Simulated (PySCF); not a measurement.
# UCAM-B3LYP/aug-cc-pVDZ (density fitting with cc-pvdz-jkfit) run of SiNH4O (SMILES N[SiH]O)

What is the vertical ionisation energy of SiNH4O at UCAM-B3LYP/aug-cc-pVDZ (density fitting with cc-pvdz-jkfit)? Input form: a Python script.

The calculation is run with PySCF 2.14.0.

2 further runs of the same task are left out: 2 set aside as unsound or not needed.

### 1 The molecule

SiNH4O has 7 atoms, charge 0, and is taken as a doublet. As SMILES, `N[SiH]O`. The shape is that of a PBE0-D4/def2-TZVP optimisation. This is one conformer, not always the lowest.

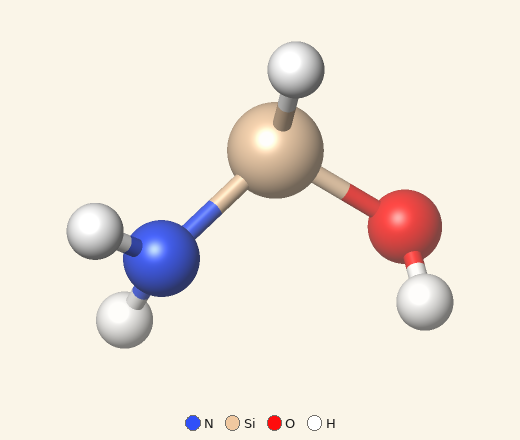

The structure, seen from a chosen angle (nitrogen blue, silicon light orange, oxygen red, hydrogen white).

### 2 The energy at UCAM-B3LYP/aug-cc-pVDZ (density fitting with cc-pvdz-jkfit)

run.py

```python
from pyscf import gto, dft

mol = gto.Mole()
mol.atom = [
    ('N', (-0.694900, 0.548300, -0.575200)),
    ('Si', (0.293100, 0.159000, 0.781300)),
    ('O', (1.622900, -0.672400, 0.270300)),
    ('H', (-0.355900, 1.168100, -1.294800)),
    ('H', (-1.685800, 0.673200, -0.432900)),
    ('H', (-0.599100, -0.661900, 1.664700)),
    ('H', (1.480900, -1.282400, -0.459000)),
]
mol.max_memory = 1860
mol.spin = 1
mol.basis = 'aug-cc-pvdz'
mol.verbose = 3
mol.charge = 0
mol.build()

ks = dft.UKS(mol)
ks.xc = 'cam-b3lyp'
ks = ks.density_fit(auxbasis='cc-pvdz-jkfit')
ks.conv_tol = 1e-10
ks.grids.level = 4
ks.kernel()
if not ks.converged:
    ks = ks.newton().run(ks.mo_coeff, ks.mo_occ)

etot = ks.e_tot
print(f'total energy: {etot:.8f} hartree')
```

Command:

```bash
$ OMP_NUM_THREADS=1 python run.py
```

Log:

```text
WARN: HOMO -0.150921643224178 >= LUMO -0.150921643224179

converged SCF energy = -421.862242372647  <S^2> = 0.75238991  2S+1 = 2.0023885
total energy: -421.86224237 hartree
```

Wall time 26 s (1 thread of Arm Neoverse V2, shared host); peak memory 0.46 GiB.

### 3 The singlet cation at the same level

input.py

```python
from pyscf import gto, dft

molecule = gto.Mole()
molecule.atom = '''
N       -0.694900       0.548300      -0.575200
Si       0.293100       0.159000       0.781300
O        1.622900      -0.672400       0.270300
H       -0.355900       1.168100      -1.294800
H       -1.685800       0.673200      -0.432900
H       -0.599100      -0.661900       1.664700
H        1.480900      -1.282400      -0.459000
'''
molecule.max_memory = 1860
molecule.spin = 0
molecule.verbose = 3
molecule.charge = 1
molecule.basis = 'aug-cc-pvdz'
molecule.build()

mf = dft.RKS(molecule)
mf.xc = 'cam-b3lyp'
mf = mf.density_fit(auxbasis='cc-pvdz-jkfit')
mf.conv_tol = 1e-10
mf.grids.level = 4
mf.kernel()
if not mf.converged:
    mf = mf.newton().run(mf.mo_coeff, mf.mo_occ)

etot = mf.e_tot
print(f'total energy: {etot:.8f} hartree')
```

Command:

```bash
$ OMP_NUM_THREADS=1 python input.py
```

Log:

```text
converged SCF energy = -421.572468778861
total energy: -421.57246878 hartree
```

Wall time 14 s (1 thread of Arm Neoverse V2, shared host); peak memory 0.46 GiB.

### 4 Outcome

Level: UCAM-B3LYP/aug-cc-pVDZ (density fitting with cc-pvdz-jkfit).

```
                                          quantity          value
                      doublet SiNH4O: total energy  -421.86224 Eh
                     doublet SiNH4O: dipole moment         2.27 D
doublet SiNH4O: HOMO energy (highest over α and β)       -6.76 eV
 doublet SiNH4O: LUMO energy (lowest over α and β)       -0.99 eV
                              doublet SiNH4O: ⟨S²⟩          0.752
                      singlet cation: total energy  -421.57247 Eh
                       singlet cation: HOMO energy      -16.27 eV
                       singlet cation: LUMO energy       -8.92 eV
                     singlet cation: HOMO–LUMO gap        7.36 eV
vertical ionisation energy (to the singlet cation)       7.885 eV
```

Removing an electron at fixed nuclei costs 7.89 eV (761 kJ/mol). Only the singlet of the ionised species was computed; a triplet could lie lower. Mulliken charges (doublet SiNH4O) run from -0.62 on O3 to +0.54 on Si2; in a basis this large or diffuse they mean little.
